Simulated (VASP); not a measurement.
Band structure of BeS (zinc blende). Computed with optB86b-vdW, VASP's PBE PAW potentials (set 64) (plane waves; VASP).

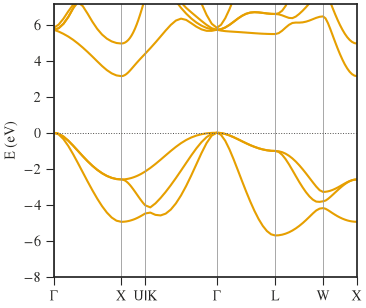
Figure: Bands along high-symmetry lines, zero at the valence-band maximum or, without a gap, the Fermi level

### Question
Read the plot: is there a gap, and where are the band edges?

### Answer
The gap is indirect, 3.14 eV, from the valence maximum at Γ to the conduction minimum at X. (Edges off the drawn lines would not show.)

The compound is BeS in the zinc blende structure. It was relaxed first.
